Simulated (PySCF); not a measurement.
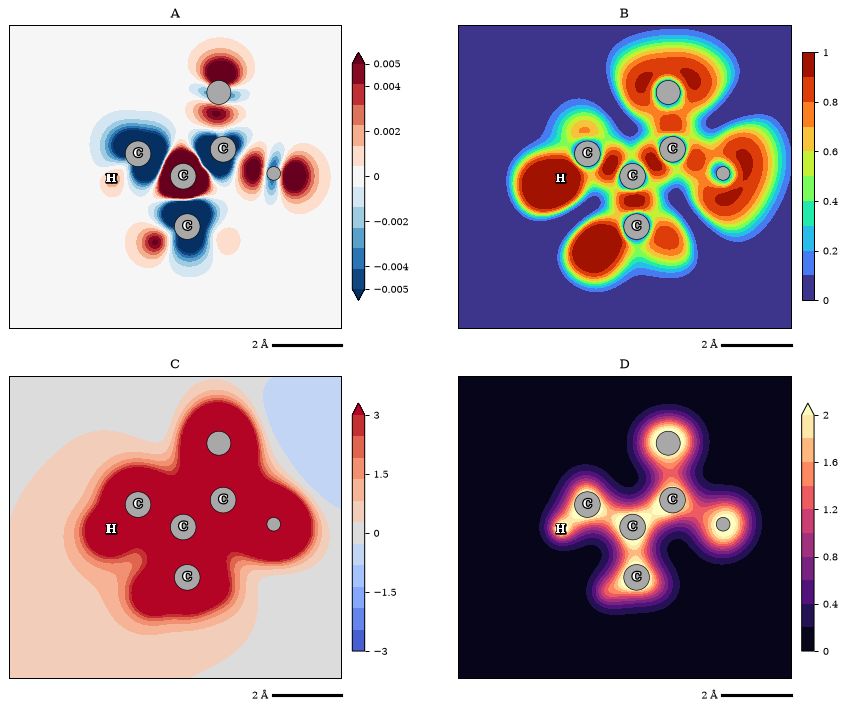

C$_{4}$H$_{6}$Cl$_{3}$ (SMILES C[C](C)C(Cl)(Cl)Cl) (doublet): 4 fields on the plane of atoms C1, C2 and C3, with unlabelled colour scales. Grey discs cover the atomic cores.

Geometry: GFN2-xTB.

The calculation used PySCF 2.14.0, density-fitted response routines, UKS B3LYP, pcH-1 on C Cl H, non-relativistic, mean-field spin-orbit, GIAO.

```yaml
atoms:
  - { symbol: C, position_ang: [1.3913, -0.4414, 0.4119] }
  - { symbol: C, position_ang: [0.0540, -0.0572, -0.0994] }
  - { symbol: C, position_ang: [-0.9502, -1.0861, -0.4599] }
  - { symbol: C, position_ang: [-0.3246, 1.3152, -0.0995] }
  - { symbol: Cl, position_ang: [-1.1647, 1.6668, 1.6879] }
  - { symbol: Cl, position_ang: [0.9834, 2.4742, -0.1637] }
  - { symbol: Cl, position_ang: [-1.5893, 1.7581, -1.2287] }
  - { symbol: H, position_ang: [1.5700, 0.0059, 1.3917] }
  - { symbol: H, position_ang: [2.1781, -0.0672, -0.2466] }
  - { symbol: H, position_ang: [1.4791, -1.5207, 0.4895] }
  - { symbol: H, position_ang: [-1.9501, -0.7757, -0.1612] }
  - { symbol: H, position_ang: [-0.9721, -1.2327, -1.5436] }
  - { symbol: H, position_ang: [-0.7092, -2.0388, 0.0040] }
```

Q: Match the panels to the quantities (electron density, electron localisation function, electrostatic potential and spin density).

A: Panel A: spin density (confined to the atoms that carry the unpaired spin). Panel B: electron localisation function. Panel C: electrostatic potential (strongly positive close to the atoms and fading to about zero outside). Panel D: electron density. From the grid: C–C (1.42 Å): ρ is about 2 e/Å³ halfway; the ELF peaks at about 0.95 between the atoms, as expected for localised, covalent bonding. C–H (1.09 Å): ρ at the midpoint is about 2 e/Å³; the ELF climbs to about 1 towards the hydrogen, as it does in any bond to H: a covalent bond by its length.
